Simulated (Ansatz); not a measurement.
# BrH3OSSi2: the cost of one run

Computed with the Python package of Ansatz 0.2.0. Level of theory: PBE0/def2-SVP.

## (1) The structure

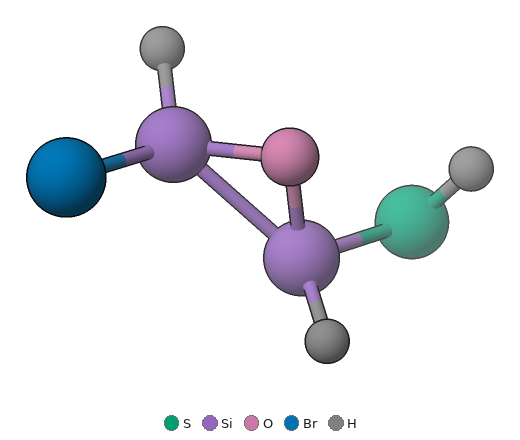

The starting structure, viewed from a chosen angle; sulfur teal, silicon purple, oxygen pink, bromine blue, hydrogen grey.

No structure file is read: the coordinates are typed or built in the script.

## (2) Script

opt.py reads:

```python
"""Relax the BrH3OSSi2 molecule."""

import warnings

import ansatz as az
from ase import Atoms
import numpy as np

BASIS = "def2-SVP"
FUNCTIONAL = "pbe0"

warnings.simplefilter("ignore", az.DeckWarning)

atoms = Atoms(["S", "Si", "O", "Si", "Br", "H", "H", "H"], positions=[
    [-1.9755, -0.2451, 1.4744],
    [-0.743, 0.6259, -0.0094],
    [0.7385, 0.132, 0.3429],
    [0.8151, -0.6903, -1.0491],
    [2.1339, 0.2199, -2.4761],
    [-1.155, -0.0858, 2.4772],
    [-0.7008, 2.116, -0.0511],
    [0.9789, -2.1296, -0.7646],
])
geometry = az.Crystal.molecule_from_ase(atoms)

setup = (
    geometry.calculation()
    .basis(gaussian=BASIS)
    .functional(FUNCTIONAL)
)
symbols = [site.symbol for site in geometry.cartesian_sites]
start = np.array([site.position_ang for site in geometry.cartesian_sites], dtype=float)
report = setup.relax(force_tolerance=0.005).run(threads=1).report
end = np.array(report["positions_ang"])

print(f"E = {report['free_energy_ev']:.6f} eV = {report['free_energy_ev'] / 27.211386246:.7f} Ha")
print("converged:", report["converged"], " doubts:", report["published_state_doubts"] or "none")

print("bond        before    after (A)")
for i, j in [(0, 1), (0, 5), (1, 2), (1, 3), (1, 6), (2, 3), (3, 4), (3, 7)]:
    d0, d1 = (np.linalg.norm(xyz[i] - xyz[j]) for xyz in (start, end))
    print(f"{symbols[i]}{i}-{symbols[j]}{j}".ljust(10), f"{d0:8.4f} {d1:8.4f}")

charges = report["charge_distribution"]
print("dipole moment", round(4.803205 * float(np.linalg.norm(charges["dipole_moment_e_ang"])), 3), "D")
print("Mulliken:", [(s, round(q, 3)) for s, q in zip(symbols, charges["mulliken_charges_e"])])
```

## (3) The calls as engine input

The package turns the script's settings into the engine's input:

```yaml
crystal:
  periodic: [false, false, false]
  atoms:
    - { symbol: S, position_ang: [-1.9755, -0.2451, 1.4744] }
    - { symbol: Si, position_ang: [-0.743, 0.6259, -0.0094] }
    - { symbol: O, position_ang: [0.7385, 0.132, 0.3429] }
    - { symbol: Si, position_ang: [0.8151, -0.6903, -1.0491] }
    - { symbol: Br, position_ang: [2.1339, 0.2199, -2.4761] }
    - { symbol: H, position_ang: [-1.155, -0.0858, 2.4772] }
    - { symbol: H, position_ang: [-0.7008, 2.116, -0.0511] }
    - { symbol: H, position_ang: [0.9789, -2.1296, -0.7646] }
basis:
  gaussian:
    orbitals: def2-SVP
hamiltonian:
  xc: pbe0
relax:
  f_tol: 0.005
```

## (4) The run

Launch:

```bash
$ python opt.py
```

**Question.** How long does this script take on 1 thread of Arm Neoverse V1, shared host, and how much memory does it need?

About 2 min, with a peak of 0.37 GiB.
